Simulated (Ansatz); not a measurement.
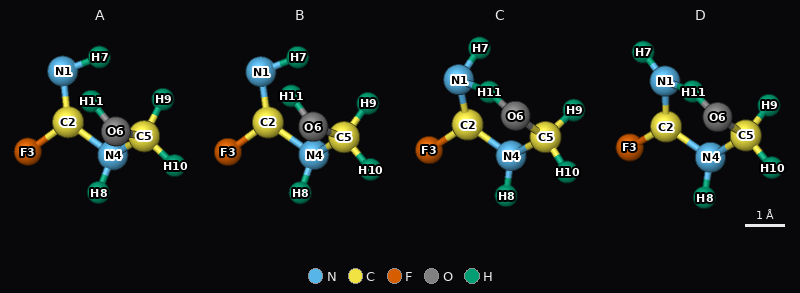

4 geometries from a converged minimum-energy path of C$_{2}$H$_{5}$FN$_{2}$O, shuffled. The picture is a ball-and-stick view, seen at a tilt.

Theory: RKS PBE-D4/STO-3G in Ansatz. Set-up: 7 movable images; climbing image; force threshold 0.05 eV/Å; iteration limit 60; starting path by image-dependent pair potential.

Question: Which of them lies highest in energy?

Answer: C. In order along the path, whose images run from 0 to 8: D (image 1, +5.4 kcal/mol), C (image 3, +27.0 kcal/mol), B (image 6, +12.2 kcal/mol), A (image 7, +11.4 kcal/mol). The motion is a rotation about the N1–C2 bond by about 175°, with a turn of about 30° about N4–C5. No bond forms or breaks between the ends. Among the angles between lasting bonds that change up to the highest image: C2–N1–H7 107.4° → 113.9°, C2–N4–H8 109.9° → 116.1°.

Limits of the set-up: STO-3G is a minimal basis, so the numbers are rough.

The run took 3.1 min on 1 thread of Arm Neoverse V1 (shared host), peak memory 0.097 GiB.
